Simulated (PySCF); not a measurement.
**C2H4F2, SMILES `CC(F)F`: what the electrons do**

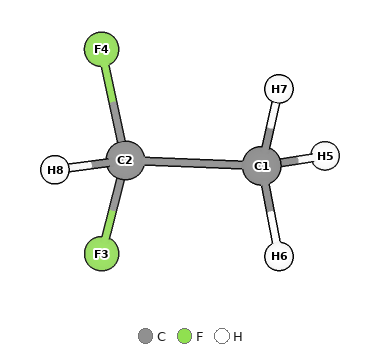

The molecule, with its atoms numbered as below. No frequency check shows the geometry to be a minimum.

Coordinates in Å:

```
C1      -1.3839   -0.0004    0.0898
C2       0.0628   -0.0001   -0.3528
F3       0.7181   -1.0832    0.1351
F4       0.7172    1.0837    0.1350
H5      -1.4283    0.0002    1.1765
H6      -1.8783   -0.8892   -0.2914
H7      -1.8790    0.8875   -0.2915
H8       0.1941   -0.0001   -1.4464
```

## 1. Bonding charge

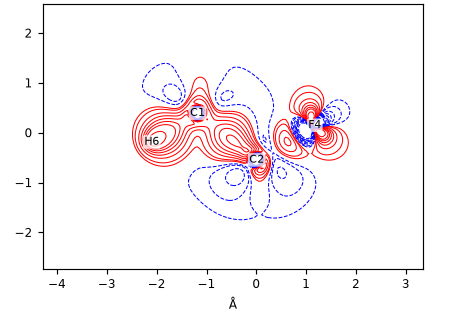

Deformation density (molecule less spherical, spin-averaged free atoms) in the plane of C1, C2, F4 and H6; contours at ±0.05 to ±0.8 e/Å³; solid red lines: gain, dashed blue lines: loss.

Method: ωB97X/def2-TZVP; geometry: GFN2-xTB; program: PySCF.

**How much density has each bond in this plane gained at its critical point, relative to the free atoms?**

C1–H6: +0.74 e/Å³ at the bond critical point (bond length 1.09 Å, Mayer order 1.0). C1–C2: +0.59 e/Å³ at the bond critical point (bond length 1.51 Å, Mayer order 1.0). C2–F4: +0.04 e/Å³ at the bond critical point (bond length 1.36 Å, Mayer order 1.1); up to 0.6 Å beside the axis the gain reaches +0.32 e/Å³. In all, 1.8 electrons gather in the regions of gain relative to the promolecule. A small or negative value marks a very polar bond, one between electron-rich atoms, whose free-atom densities already overlap strongly, a long bond to a heavier atom, or a closed-shell contact such as a hydrogen bond.

**Where do the Hirshfeld charges lie?**

The highest Hirshfeld charge is on C2 (+0.14 e), the lowest on C1 (−0.14 e).

| atom | charge (e) |
| --- | --- |
| C1 | −0.14 |
| C2 | +0.14 |
| F3 | −0.11 |
| F4 | −0.11 |
| H5 | +0.06 |
| H6 | +0.06 |
| H7 | +0.06 |
| H8 | +0.05 |

## 2. Bond critical points

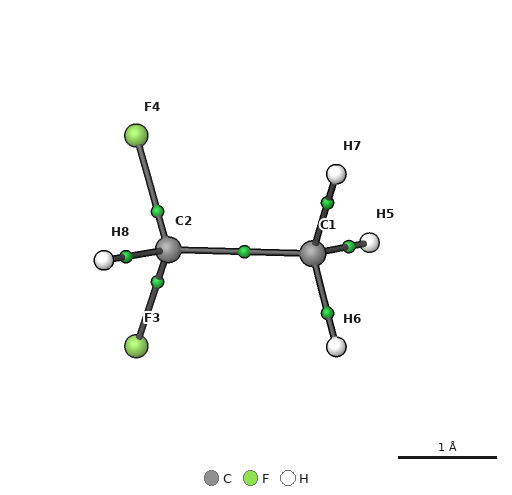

Molecular graph of the electron density (QTAIM): bond paths, bond critical points (green), ring points (magenta, if any); weak paths are dashed.

**How many critical points of each kind are there, and does the count close?**

8 nuclei, 7 bond, 0 ring and 0 cage critical points: 8 − 7 + 0 − 0 = 1, as the Poincaré–Hopf relation requires.

**Tabulate density, Laplacian, ellipticity and energy density at the bond critical points (atomic units).**

```csv
bond,length (Å),ρ (a.u.),∇²ρ (a.u.),ε,H (a.u.)
C2–H8,1.101,0.294,−1.09,0.02,−0.299
C1–H7 (2 alike),1.086,0.281,−0.97,0.01,−0.285
C1–H5,1.088,0.280,−0.97,0.00,−0.284
C1–C2,1.513,0.265,−0.72,0.02,−0.241
C2–F3 (2 alike),1.357,0.265,−0.28,0.24,−0.408
```

**What kind of interaction is C2–H8?**

Shared-shell (covalent): ρ = 0.294, ∇²ρ = −1.09, H = −0.299 a.u.

## 3. Local ionisation energy

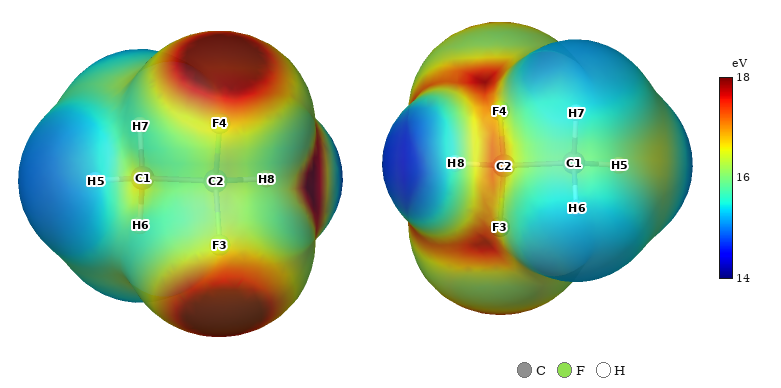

Average local ionisation energy on the surface of electron density 0.001 a.u. (back view left, front view right).

**Where are the most loosely bound electrons on this surface?**

The lowest value is 14.6 eV, 1.4 Å from H8. Further minima include 15.0 eV, 1.3 Å from H5; 15.9 eV, 1.7 Å from F3, and at like points elsewhere. For comparison, the highest occupied orbital lies at −12.1 eV.

## 4. In an electric field

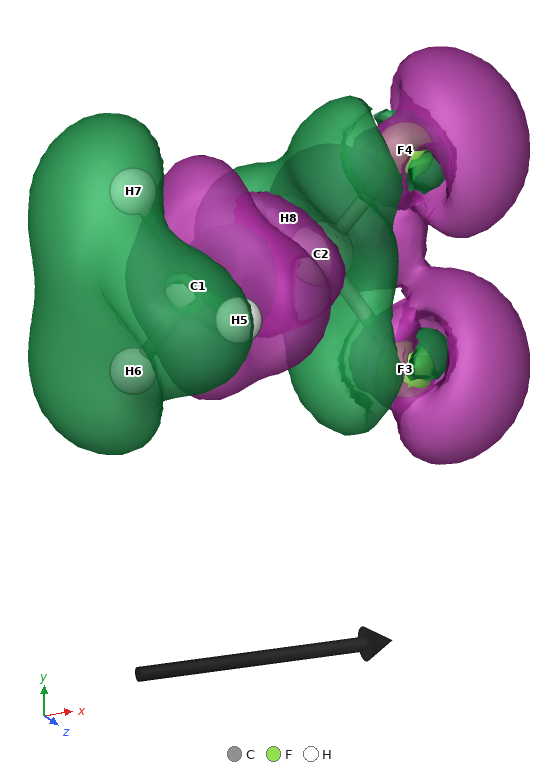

Change of the electron density in a uniform field of 0.21 V/Å along +x (arrow), surfaces at ±0.001 e/Å³ (green: gain, purple: loss).

Method: ωB97X/def2-TZVP; geometry: GFN2-xTB; program: PySCF. A basis without diffuse functions makes polarisabilities too small.

**What dipole is induced, and what polarisability does it imply?**

The induced dipole is 0.28 D (along the field); α along this axis, from the fields in both directions, is 28 bohr³ (4.1 Å³).

**Which atoms gain and lose the most charge?**

Electrons gather most on H6 and H7 alike (Hirshfeld charge changes by −0.005 e) and leave F3 and F4 alike most (+0.005 e); 0.031 electrons are displaced in all.

## 5. Removing or adding an electron

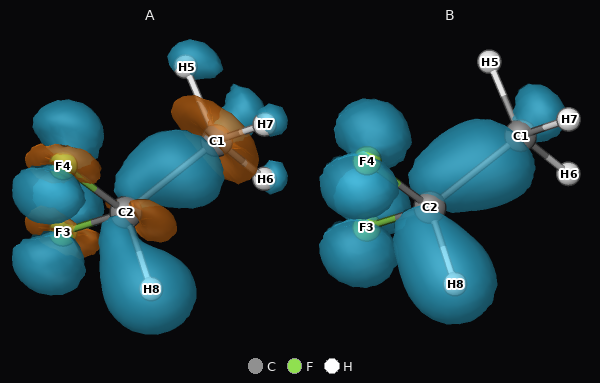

The Fukui function f⁻ from two separate SCF calculations and the density of the HOMO, at ±0.06 e/Å³ (light blue positive, orange negative).

Computed with PySCF, ωB97X/def2-TZVP, geometry: GFN2-xTB.

**Which panel is which, and how good is the frozen-orbital picture?**

A is f⁻ (it has negative regions), B the HOMO density. The HOMO lies on F3 and F4 (22 % each), C2 (21 %) and C1 (16 %); f⁻ (Hirshfeld-condensed) is largest on F3 and F4 (0.20 each), H8 (0.15) and C2 (0.13); the vertical ionisation energy is 12.40 eV (the stability of the cation's solution wasn't checked). Relaxation shifts 17 % of the electron between atoms. The orbital energy is −12.12 eV.

The PySCF runs shown took 13 s, 26 s and 36 s on 1 thread of Intel(R) Xeon(R) Platinum 8259CL CPU @ 2.50GHz (Skylake/Cascade Lake) (shared host).
